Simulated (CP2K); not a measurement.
**PM3 run of CH7NSSi (SMILES NCS[SiH3])**

What is the energy change on altering one bond length of CH7NSSi at PM3? 

Program for the calculation: CP2K 2026.2.

### Step 1. Starting point

CH7NSSi has 11 atoms, charge 0, and is taken as a singlet. As SMILES, `NCS[SiH3]`. Geometry: relaxed at GFN2-xTB. This is one conformer, not always the lowest.

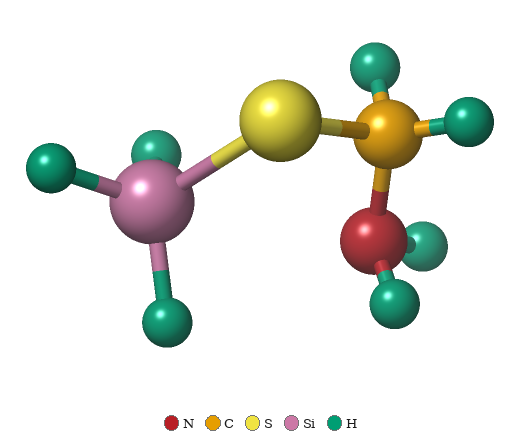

Viewed from a chosen angle; nitrogen red, carbon amber, sulfur yellow, silicon pink, hydrogen teal.

### Step 2. Energy and forces at PM3

File molecule.xyz:

```xyz
11

N     -0.403530     0.698740    -0.972580
C     -0.823290     0.943520     0.385890
S      0.484280     0.351920     1.506450
Si     0.985570    -1.370090     0.314840
H     -1.163780     0.858580    -1.625630
H      0.365550     1.313650    -1.218470
H     -1.724880     0.363150     0.592090
H     -1.006270     1.996030     0.638230
H     -0.264440    -2.004720    -0.072060
H      1.737650    -2.180380     1.264580
H      1.813150    -0.970390    -0.813350
```

File qs.inp:

```
&GLOBAL
  PROJECT_NAME qs
  RUN_TYPE ENERGY_FORCE
  PRINT_LEVEL MEDIUM
&END GLOBAL
&FORCE_EVAL
  METHOD QS
  &DFT
    &QS
      METHOD PM3
      EPS_DEFAULT 1.0E-10
      &SE
        &COULOMB
          CUTOFF [angstrom] 50
          RC_RANGE [angstrom] 0
        &END COULOMB
        &EXCHANGE
          CUTOFF [angstrom] 50
          RC_RANGE [angstrom] 0
        &END EXCHANGE
      &END SE
    &END QS
    &POISSON
      PERIODIC NONE
      POISSON_SOLVER ANALYTIC
    &END POISSON
    &SCF
      SCF_GUESS ATOMIC
      EPS_SCF 1.0E-06
      MAX_SCF 40
      &OT
        MINIMIZER DIIS
        PRECONDITIONER FULL_ALL
      &END OT
      &OUTER_SCF
        EPS_SCF 1.0E-06
        MAX_SCF 10
      &END OUTER_SCF
    &END SCF
    &PRINT
      &MOMENTS
        PERIODIC F
        REFERENCE COM
        MAX_MOMENT 1
      &END MOMENTS
      &MO_CUBES
        NLUMO 5
        NHOMO -1
        WRITE_CUBE F
      &END MO_CUBES
      &HIRSHFELD OFF
      &END HIRSHFELD
    &END PRINT
  &END DFT
  &SUBSYS
    &CELL
      ABC 15.5 16.2 15.1
      PERIODIC NONE
    &END CELL
    &TOPOLOGY
      COORD_FILE_NAME molecule.xyz
      COORD_FILE_FORMAT XYZ
      &CENTER_COORDINATES
      &END CENTER_COORDINATES
    &END TOPOLOGY
  &END SUBSYS
  &PRINT
    &FORCES ON
    &END FORCES
  &END PRINT
&END FORCE_EVAL
```

The run is started by

```console
OMP_NUM_THREADS=1 cp2k.psmp -i qs.inp > qs.out 2>&1
```

The log of the run:

```text
CP2K| version string:                                       CP2K version 2026.2
[...]
 GLOBAL| Method name                                                        CP2K
[...]
 GLOBAL| Run type                                                   ENERGY_FORCE
[...]
                             - Atoms:                                         11
[...]
                             - Spherical basis functions:                     23
[...]
 Number of electrons:                                                         26
[...]
     1 OT DIIS     0.15E+00    0.0     0.28204158       -19.4146092506 -1.94E+01
[...]
     8 OT DIIS     0.15E+00    0.0     0.00000052       -23.7691794665 -2.33E-10
  *** SCF run converged in     8 steps ***
  Core-core repulsion energy [eV]:                           1550.76441739395818
  Core Hamiltonian energy [eV]:                              -964.43697754737173
  Two-electron integral energy [eV]:                        -2466.23941252981285
  Electronic energy [eV]:                                   -2197.55668381227815
  Total energy [eV]:                                         -646.79226641831985
  Atomic reference energy [eV]:                               647.30463341713232
  Heat of formation [kcal/mol]:                                11.81546461973984
[...]
 SE_DIPOLE| Moment [Debye]          1.32922096      -0.63991729       2.22071922
 SE_DIPOLE| Derivative [a.u.]       0.00000000       0.00000000       0.00000000
 *** WARNING in qs_scf_post_se.F:140 :: Printing of MO cube files not ***
 *** implemented for Semi-Empirical method.                           ***
 ENERGY| Total FORCE_EVAL ( QS ) energy [hartree]            -23.769179466521358
 FORCES| Atomic forces [hartree/bohr]
 FORCES|   Atom     x               y               z               |f|
 FORCES|      1  4.91082230E-04  1.22376285E-02 -3.52324791E-02   3.73005133E-02
 FORCES|      2  3.14172723E-03  2.99817595E-03  1.64874173E-02   1.70497635E-02
 FORCES|      3 -3.46461507E-04  1.24290380E-02  1.51083588E-02   1.95668987E-02
 FORCES|      4  3.32215235E-03 -1.01795752E-03  3.64262272E-03   5.03404748E-03
 FORCES|      5  9.05707935E-03 -2.98402909E-03  8.47086410E-03   1.27550247E-02
 FORCES|      6 -8.95477724E-03 -7.16229155E-03  1.73220600E-03   1.15968527E-02
 FORCES|      7 -1.04635325E-02 -1.51133940E-03 -3.65964171E-04   1.05784492E-02
 FORCES|      8 -3.00202806E-03  6.13909728E-03  1.47195407E-03   6.99051763E-03
 FORCES|      9 -5.58967737E-03 -9.66493984E-03 -5.09053254E-03   1.22706592E-02
 FORCES|     10  5.59694594E-03 -8.54135798E-03  2.75374608E-03   1.05765645E-02
 FORCES|     11  6.74748956E-03 -2.92202431E-03 -8.97819327E-03   1.16049470E-02
 FORCES| Sum     5.41233725E-16  5.13478149E-16 -8.88178420E-16
 FORCES| Total atomic force                                       1.15993735E-15
[...]
```

Run time: 0.88 s. Hardware: 1 thread of Arm Neoverse N1, shared host; peak memory 0.14 GiB.

### Step 3. The distorted shape

File molecule.xyz:

```xyz
11

N     -0.854756     1.184891    -1.542397
C     -1.274516     1.429671    -0.183927
S      0.033054     0.838071     0.936633
Si     0.534344    -0.883939    -0.254977
H     -1.615006     1.344731    -2.195447
H     -0.085676     1.799801    -1.788287
H     -2.176106     0.849301     0.022273
H     -1.457496     2.482181     0.068413
H     -0.715666    -1.518569    -0.641877
H      1.737650    -2.180380     1.264580
H      1.361924    -0.484239    -1.383167
```

File gas.inp:

```
&GLOBAL
  PROJECT gas
  RUN_TYPE ENERGY_FORCE
  PRINT_LEVEL MEDIUM
&END GLOBAL

&FORCE_EVAL
  METHOD QS
  &DFT
    &QS
      METHOD PM3
      EPS_DEFAULT 1.0E-10
      &SE
        &COULOMB
          CUTOFF [angstrom] 50
          RC_RANGE [angstrom] 0
        &END COULOMB
        &EXCHANGE
          CUTOFF [angstrom] 50
          RC_RANGE [angstrom] 0
        &END EXCHANGE
      &END SE
    &END QS
    &POISSON
      PERIODIC NONE
      POISSON_SOLVER ANALYTIC
    &END POISSON
    &SCF
      SCF_GUESS ATOMIC
      EPS_SCF 1.0E-06
      MAX_SCF 40
      &OT
        MINIMIZER DIIS
        PRECONDITIONER FULL_ALL
      &END OT
      &OUTER_SCF
        EPS_SCF 1.0E-06
        MAX_SCF 10
      &END OUTER_SCF
    &END SCF
    &PRINT
      &MOMENTS
        PERIODIC F
        REFERENCE COM
        MAX_MOMENT 1
      &END MOMENTS
      &MO_CUBES
        NLUMO 5
        NHOMO -1
        WRITE_CUBE F
      &END MO_CUBES
      &HIRSHFELD OFF
      &END HIRSHFELD
    &END PRINT
  &END DFT
  &SUBSYS
    &CELL
      ABC 15.9 16.7 15.5
      PERIODIC NONE
    &END CELL
    &TOPOLOGY
      COORD_FILE_NAME molecule.xyz
      COORD_FILE_FORMAT XYZ
      &CENTER_COORDINATES
      &END CENTER_COORDINATES
    &END TOPOLOGY
  &END SUBSYS
  &PRINT
    &FORCES ON
    &END FORCES
  &END PRINT
&END FORCE_EVAL
```

The run is started by

```console
OMP_NUM_THREADS=1 cp2k.psmp -i gas.inp > gas.out 2>&1
```

The log of the run, shortened:

```text
CP2K| version string:                                       CP2K version 2026.2
[...]
 GLOBAL| Method name                                                        CP2K
[...]
 GLOBAL| Run type                                                   ENERGY_FORCE
[...]
                             - Atoms:                                         11
[...]
                             - Spherical basis functions:                     23
[...]
 Number of electrons:                                                         26
[...]
     1 OT DIIS     0.15E+00    0.0     0.27714464       -19.4547875003 -1.95E+01
[...]
     6 OT DIIS     0.15E+00    0.0     0.00000099       -23.6754818677 -8.14E-10
  *** SCF run converged in     6 steps ***
  Core-core repulsion energy [eV]:                           1531.28494477264712
  Core Hamiltonian energy [eV]:                              -962.27989341406646
  Two-electron integral energy [eV]:                        -2426.49535290090671
  Electronic energy [eV]:                                   -2175.52756986452005
  Total energy [eV]:                                         -644.24262509187281
  Atomic reference energy [eV]:                               647.30463341713232
  Heat of formation [kcal/mol]:                                70.61159504086416
[...]
 SE_DIPOLE| Moment [Debye]          1.51301463      -0.87628844       2.38317422
 SE_DIPOLE| Derivative [a.u.]       0.00000000       0.00000000       0.00000000
 *** WARNING in qs_scf_post_se.F:140 :: Printing of MO cube files not ***
 *** implemented for Semi-Empirical method.                           ***
 ENERGY| Total FORCE_EVAL ( QS ) energy [hartree]            -23.675481867803349
[...]
```

Wall time 0.9 s (1 thread of Arm Neoverse N1, shared host); peak memory 0.14 GiB.

### Step 4. What came out

At PM3:

| quantity | value |
| --- | --- |
| first shape: total energy | -23.76918 Eh |
| first shape: dipole moment | 2.67 D |
| first shape: heat of formation at this unrelaxed shape | 11.8 kcal/mol |
| first shape: largest force on an atom | 1.918 eV/Å |
| distorted shape: total energy | -23.67548 Eh |
| distorted shape: dipole moment | 2.96 D |
| distorted shape: heat of formation at this unrelaxed shape | 70.6 kcal/mol |
| distorted shape: largest force on an atom | 3.573 eV/Å |
| energy change with the Si4–H10 bond stretched from 1.457 to 2.332 Å | 2.550 eV |

One bond (distorted shape) is far stretched, which a spin-restricted single reference describes badly. With the Si4–H10 bond stretched from 1.457 to 2.332 Å the energy rises by 2.55 eV (59 kcal/mol). The first shape isn't relaxed at this level, so the change isn't measured from a minimum. A restricted reference can't describe the breaking bond well at this length. The largest force (first shape) is 1.92 eV/Å: the shape isn't a stationary point for this species at this level.
